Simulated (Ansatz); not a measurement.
# A workflow on H3O2Si (SMILES O[SiH]O)

We compute a geometry optimisation (doublet H3O2Si, UMP2/LANL2DZ), then vibrational wavenumbers (doublet H3O2Si, UMP2/LANL2DZ), then the energy (doublet H3O2Si, UCCSD(T)/6-311G**), then the energy (singlet H3O2Si+, UCCSD(T)/6-311G**), then a geometry optimisation (singlet H3O2Si+, UMP2/LANL2DZ) of H3O2Si and its partners. 

Program for the calculation: Ansatz 0.2.0.

### Step 1. The system as given

H3O2Si: 6 atoms, total charge 0, spin state doublet. SMILES: `O[SiH]O`. The start is not the relaxed shape. The run starts from this shape.

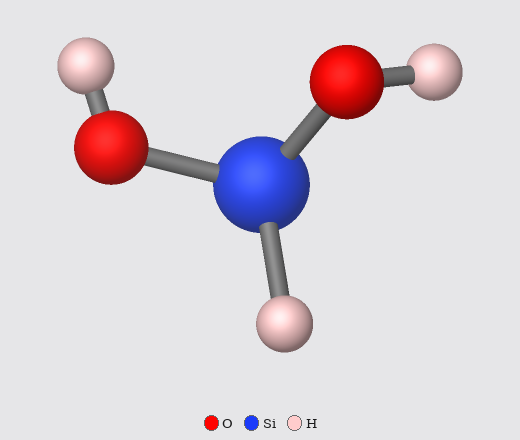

The structure, seen from a chosen angle (oxygen red, silicon blue, hydrogen pink).

### Step 2. A structure relaxation at UMP2/LANL2DZ (core potential) (run 1)

Input file input.yaml:

```yaml
crystal:
  periodic: [false, false, false]
  atoms:
    - symbol: O
      position_ang: [-1.151636, -0.357663, -0.113343]
    - symbol: Si
      position_ang: [0.375430, 0.010689, -0.473597]
    - symbol: O
      position_ang: [1.136719, 0.224434, 0.996178]
    - symbol: H
      position_ang: [-1.559131, -0.915576, -0.904912]
    - symbol: H
      position_ang: [0.355202, 1.531191, -1.150142]
    - symbol: H
      position_ang: [0.997518, -0.361349, 1.664108]
basis:
  gaussian:
    orbitals: LANL2DZ.json
magnetization:
  spin_polarized: true
  initial_magnetization: 1
relax: {}
correlation:
  method: mp2
```

The basis set LANL2DZ is read from a file made from the Basis Set Exchange's data (not shown).

Command:

```
$ ansatz run input.yaml --threads 1 --pin off --max-ram 2610MiB --events-out events.jsonl --progress --plain --runs-dir runs
```

Standard output:

```text
Warning: RAYON_NUM_THREADS=1 ignored (pool sized by the plan → 1); use --threads N
The last accepted step is kept in runs//last_step.txt (removed where the run ends without a failure and the disk answers)
[... 12 lines left out ...]
2 core orbitals not correlated: weight in the atoms' cores, before any rotation towards them, 1.000 or more for the frozen orbitals, at most 0.000 for the correlated occupied ones
[... 24 lines left out ...]
2 core orbitals not correlated: weight in the atoms' cores, before any rotation towards them, 1.000 or more for the frozen orbitals, at most 0.000 for the correlated occupied ones
[... 24 lines left out ...]
2 core orbitals not correlated: weight in the atoms' cores, before any rotation towards them, 1.000 or more for the frozen orbitals, at most 0.000 for the correlated occupied ones
[... 19 lines left out ...]
Dipole moment:    -0.115775    -0.422428    -0.366655 e Å
Checks for a lower state left out: cluster_reference
```

It took 5.7 s on 1 thread of AMD EPYC 7R13 (Zen 3), shared host; peak memory 0.1 GiB.

The path in brief:

```
step  energy from the first frame kept (eV)  largest force (eV/Å)
   1                                 0.0000                5.9906
   2                                -0.7932                2.4033
   3                                -0.9532                1.1176
   4                                -0.9783                0.6581
   5                                -1.0037                0.1912
   6                                -1.0058                0.0641
   7                                -1.0061                0.0093
```

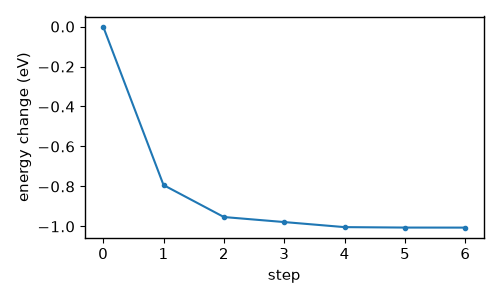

Energy along the run.

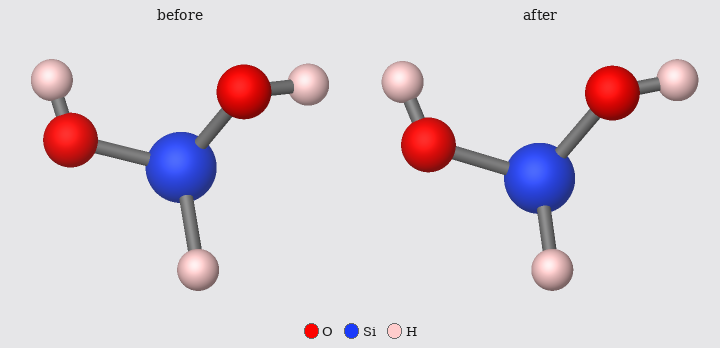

Before and after, at one scale.

After the run. Bond lengths: O1–Si2 1.720 Å, Si2–O3 1.704 Å, O1–H4 0.973 Å, Si2–H5 1.492 Å, O3–H6 0.974 Å. Angles: O1–Si2–O3 106.5°, O1–Si2–H5 112.3°, O3–Si2–H5 104.7°, Si2–O1–H4 129.0°, Si2–O3–H6 126.7°.

### Step 3. Vibrational wavenumbers at UMP2/LANL2DZ (core potential, masses H = 2.014102 u) (run 2)

Input file molecule.yaml:

```yaml
crystal:
  periodic: [false, false, false]
  atoms:
    - {symbol: O, position_ang: [-1.160963, -0.490762, -0.254183]}
    - {symbol: Si, position_ang: [0.426865, 0.113028, -0.522356]}
    - {symbol: O, position_ang: [1.147675, 0.280905, 1.012752]}
    - {symbol: H, position_ang: [-1.767637, -0.918235, -0.883612]}
    - {symbol: H, position_ang: [0.420047, 1.493133, -1.090341]}
    - {symbol: H, position_ang: [1.088116, -0.346343, 1.756032]}
basis:
  gaussian:
    orbitals: LANL2DZ.json
magnetization:
  spin_polarized: true
  initial_magnetization: 1
correlation:
  method: mp2
phonons:
  masses: [{species: H, mass: 2.014102}]
```

The basis set LANL2DZ is read from a file made from the Basis Set Exchange's data (not shown).

Command:

```
$ ansatz run molecule.yaml --threads 1 --pin off --max-ram 2610MiB --events-out events.jsonl --progress --plain --runs-dir runs
```

Standard output:

```text
Warning: RAYON_NUM_THREADS=1 ignored (pool sized by the plan → 1); use --threads N
[... 27 lines left out ...]
2 core orbitals not correlated: weight in the atoms' cores, before any rotation towards them, 1.000 or more for the frozen orbitals, at most 0.000 for the correlated occupied ones
[... 87 lines left out ...]
2 core orbitals not correlated: weight in the atoms' cores, before any rotation towards them, 1.000 or more for the frozen orbitals, at most 0.000 for the correlated occupied ones
[... 87 lines left out ...]
2 core orbitals not correlated: weight in the atoms' cores, before any rotation towards them, 1.000 or more for the frozen orbitals, at most 0.000 for the correlated occupied ones
[... 83 lines left out ...]
Dipole moment:    -0.115776    -0.422427    -0.366654 e Å
[... 1 line left out ...]
Checks for a lower state left out: cluster_reference
```

Wall time 19 s (1 thread of AMD EPYC 7R13 (Zen 3), shared host); peak memory 0.1 GiB.

### Step 4. The energy at UCCSD(T)/6-311G(d,p) (Cartesian functions) (run 3)

Input file input.yaml:

```yaml
crystal:
  periodic: [false, false, false]
  atoms:
    - {symbol: O, position_ang: [-1.160963, -0.490762, -0.254183]}
    - {symbol: Si, position_ang: [0.426865, 0.113028, -0.522356]}
    - {symbol: O, position_ang: [1.147675, 0.280905, 1.012752]}
    - {symbol: H, position_ang: [-1.767637, -0.918235, -0.883612]}
    - {symbol: H, position_ang: [0.420047, 1.493133, -1.090341]}
    - {symbol: H, position_ang: [1.088116, -0.346343, 1.756032]}
basis:
  gaussian: {orbitals: 6-311G_st__st_.json}
magnetization: {spin_polarized: true, initial_magnetization: 1}
correlation: {method: ccsd_t}
scf: {omitted_lower_state_checks: [cluster_reference]}
output: {orbitals: {seedname: orbitals}}
```

The basis set 6-311G** is read from a file made from the Basis Set Exchange's data (not shown).

Command:

```
$ ansatz run input.yaml --threads 1 --pin off --max-ram 2610MiB --events-out events.jsonl --progress --plain --runs-dir runs
```

Standard output (excerpt; [...] marks lines left out):

```text
Warning: RAYON_NUM_THREADS=1 ignored (pool sized by the plan → 1); use --threads N
Functional definition: HF
  name "HF"
[...]
643 factors; integrals over basis functions are off by at most 1.0e-3 eV
[...]
mean field -11986.20085998 eV, -440.4847570655 hartree, gradient 2.1e-6 eV, S^2 0.754974; 0 other end points of the search recorded, 0 dependent functions left out
7 core orbitals not correlated: weight in the atoms' cores, before any rotation towards them, 1.000 or more for the frozen orbitals, at most 0.000 for the correlated occupied ones
reference -11986.20085998 eV, -440.4847570655 hartree; 10, 9 occupied and 64, 65 virtual orbitals, 643 factors
second order -13.28348412 eV of doubles, -0.00000000 eV of singles
cycle   1  -13.29341495 eV  change   -9.9e-3 eV  update   8.7e-2
[...]
cycle  11  -13.73461900 eV  change   -9.4e-6 eV  update   1.1e-5
perturbative correction -0.38112748 eV, -0.0140061764 hartree
Total energy: -12000.31660646 eV, -441.0035011807 hartree
Checks for a lower state left out: cluster_reference
```

Wall time 12 s (1 thread of AMD EPYC 7R13 (Zen 3), shared host); peak memory 0.42 GiB.

### Step 5. The singlet cation: the energy at UCCSD(T)/6-311G(d,p) (Cartesian functions) (run 4)

molecule.yaml: that of step 3 with these lines changed.

```diff
@@ -10,10 +10,6 @@
 basis:
-  gaussian:
-    orbitals: LANL2DZ.json
-magnetization:
-  spin_polarized: true
-  initial_magnetization: 1
-correlation:
-  method: mp2
-phonons:
-  masses: [{species: H, mass: 2.014102}]
+  gaussian: {orbitals: 6-311G_st__st_.json}
+total_charge: 1
+magnetization: {spin_polarized: true, initial_magnetization: 0}
+correlation: {method: ccsd_t}
+scf: {omitted_lower_state_checks: [cluster_reference]}
```

The basis set 6-311G** is read from a file made from the Basis Set Exchange's data (not shown).

Command:

```
$ ansatz run molecule.yaml --threads 1 --pin off --max-ram 2610MiB --events-out events.jsonl --progress --plain --runs-dir runs
```

Standard output (excerpt; [...] marks lines left out):

```text
Warning: RAYON_NUM_THREADS=1 ignored (pool sized by the plan → 1); use --threads N
[... 2 set-up lines as earlier in the session ...]
[...]
643 factors; integrals over basis functions are off by at most 1.0e-3 eV
[...]
mean field -11977.97557229 eV, -440.1824833182 hartree, gradient 1.3e-6 eV, S^2 0.000000; 0 other end points of the search recorded, 0 dependent functions left out
7 core orbitals not correlated: weight in the atoms' cores, before any rotation towards them, 1.000 or more for the frozen orbitals, at most 0.000 for the correlated occupied ones
reference -11977.97557229 eV, -440.1824833182 hartree; 9, 9 occupied and 65, 65 virtual orbitals, 643 factors
second order -13.65226399 eV of doubles, -0.00000000 eV of singles
cycle   1  -13.42083798 eV  change    2.3e-1 eV  update   1.2e-1
[...]
cycle  13  -13.98877784 eV  change    8.8e-6 eV  update   7.2e-6
perturbative correction -0.48827255 eV, -0.0179436851 hartree
Total energy: -11992.45262267 eV, -440.7145051068 hartree
Checks for a lower state left out: cluster_reference
```

Wall time 10 s (1 thread of AMD EPYC 7R13 (Zen 3), shared host); peak memory 0.42 GiB.

### Step 6. The singlet cation: a structure relaxation at UMP2/LANL2DZ (core potential) (run 5)

Input file in.yaml:

```yaml
crystal:
  periodic: [false, false, false]
  atoms:
    - symbol: O
      position_ang: [-1.160963, -0.490762, -0.254183]
    - symbol: Si
      position_ang: [0.426865, 0.113028, -0.522356]
    - symbol: O
      position_ang: [1.147675, 0.280905, 1.012752]
    - symbol: H
      position_ang: [-1.767637, -0.918235, -0.883612]
    - symbol: H
      position_ang: [0.420047, 1.493133, -1.090341]
    - symbol: H
      position_ang: [1.088116, -0.346343, 1.756032]
basis:
  gaussian:
    orbitals: LANL2DZ.json
total_charge: 1
magnetization:
  spin_polarized: true
  initial_magnetization: 0
correlation:
  method: mp2
relax: {}
```

The basis set LANL2DZ is read from a file made from the Basis Set Exchange's data (not shown).

Command:

```
$ ansatz run in.yaml --threads 1 --pin off --max-ram 2610MiB --events-out events.jsonl --progress --plain --runs-dir runs
```

Standard output:

```text
Warning: RAYON_NUM_THREADS=1 ignored (pool sized by the plan → 1); use --threads N
[... 1 set-up line as earlier in the session ...]
[... 38 lines left out ...]
2 core orbitals not correlated: weight in the atoms' cores, before any rotation towards them, 1.000 or more for the frozen orbitals, at most 0.000 for the correlated occupied ones
[... 33 lines left out ...]
2 core orbitals not correlated: weight in the atoms' cores, before any rotation towards them, 1.000 or more for the frozen orbitals, at most 0.000 for the correlated occupied ones
[... 27 lines left out ...]
Dipole moment:    -0.239340     0.002407    -0.270204 e Å
Checks for a lower state left out: cluster_reference
```

It took 6 s on 1 thread of AMD EPYC 7R13 (Zen 3), shared host; peak memory 0.11 GiB.

Step by step:

```
step  energy from the first frame kept (eV)  largest force (eV/Å)
   1                                 0.0000                4.3724
   2                                -0.6572                3.0322
   3                                -1.0230                2.7193
   4                                -1.1754                1.0253
   5                                -1.2134                1.3992
   6                                -1.2420                0.2561
   7                                -1.2411                0.2689
   8                                -1.2459                0.0888
   9                                -1.2466                0.0090
```

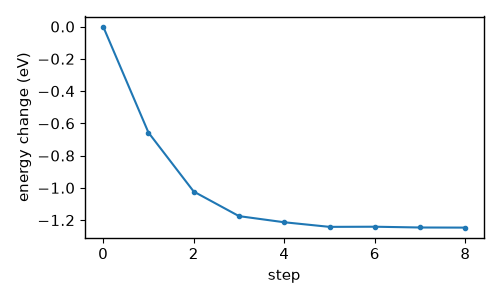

Energy along the run.

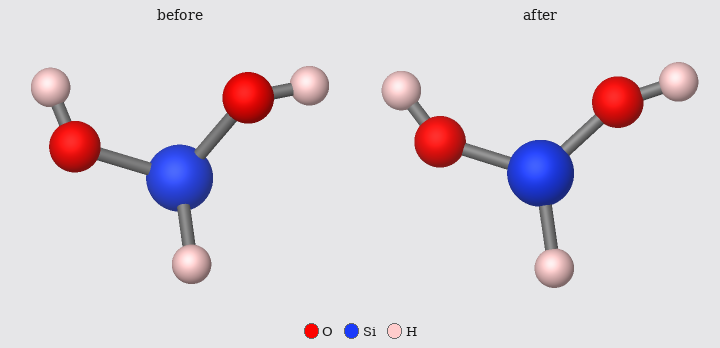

Before and after, at one scale.

After the run. Bond lengths: O1–Si2 1.594 Å, Si2–O3 1.603 Å, O1–H4 0.973 Å, Si2–H5 1.459 Å, O3–H6 0.977 Å. Angles: O1–Si2–O3 119.9°, O1–Si2–H5 124.4°, O3–Si2–H5 115.7°, Si2–O1–H4 155.8°, Si2–O3–H6 144.5°.

### Step 7. Outcome

| quantity | value |
| --- | --- |
| run 1, UMP2/LANL2DZ: total energy at the end | -155.50333 Eh |
| run 1, UMP2/LANL2DZ: dipole moment (correlated density) | 2.74 D |
| run 1, UMP2/LANL2DZ: correlation energy (2 core orbitals frozen) | -284.1 mEh |
| run 1, UMP2/LANL2DZ: ⟨S²⟩ | 0.754 |
| run 2, UMP2/LANL2DZ: largest force on an atom | 0.009 eV/Å |
| run 2, UMP2/LANL2DZ: lowest harmonic wavenumber | 68 cm⁻¹ |
| run 2, UMP2/LANL2DZ: highest harmonic wavenumber | 2805 cm⁻¹ |
| run 2, UMP2/LANL2DZ: zero-point energy | 69.5 kJ/mol |
| run 3, UCCSD(T)/6-311G**: total energy | -441.00350 Eh |
| run 3, UCCSD(T)/6-311G**: HOMO energy (Hartree–Fock orbitals) (highest over α and β) | -9.05 eV |
| run 3, UCCSD(T)/6-311G**: LUMO energy (Hartree–Fock orbitals) (lowest over α and β) | 1.66 eV |
| run 3, UCCSD(T)/6-311G**: correlation energy (7 core orbitals frozen) | -518.7 mEh |
| run 3, UCCSD(T)/6-311G**: (T) correction | -14.01 mEh |
| run 3, UCCSD(T)/6-311G**: ⟨S²⟩ | 0.755 |
| run 3, UCCSD(T)/6-311G**: T1 diagnostic | 0.016 |
| singlet cation, run 4: total energy | -440.71451 Eh |
| singlet cation, run 4: correlation energy (7 core orbitals frozen) | -532.0 mEh |
| singlet cation, run 4: (T) correction | -17.94 mEh |
| singlet cation, run 4: T1 diagnostic | 0.024 |
| singlet cation, run 5: total energy at the end | -155.25632 Eh |
| singlet cation, run 5: correlation energy (2 core orbitals frozen) | -286.5 mEh |
| vertical ionisation energy (to the singlet cation), UCCSD(T)/6-311G** | 7.864 eV |
| adiabatic ionisation energy (to the singlet cation, no zero-point term), UMP2/LANL2DZ | 6.721 eV |

What this shows: At UCCSD(T)/6-311G**: removing an electron at fixed nuclei costs 7.86 eV (181 kcal/mol). At UMP2/LANL2DZ: the adiabatic ionisation energy (to the singlet cation, no zero-point term) is 6.72 eV (649 kJ/mol). The optimisation (run 1, UMP2/LANL2DZ) took 6 steps and changed the energy by -1.006 eV. All 12 modes are real, so the shape is a minimum at this level. The triples (run 3, UCCSD(T)/6-311G**) make up 2.7 % of the correlation energy. The T1 diagnostic (singlet cation, run 4) of 0.024 is above the customary mark of 0.02, so a single reference may not serve.
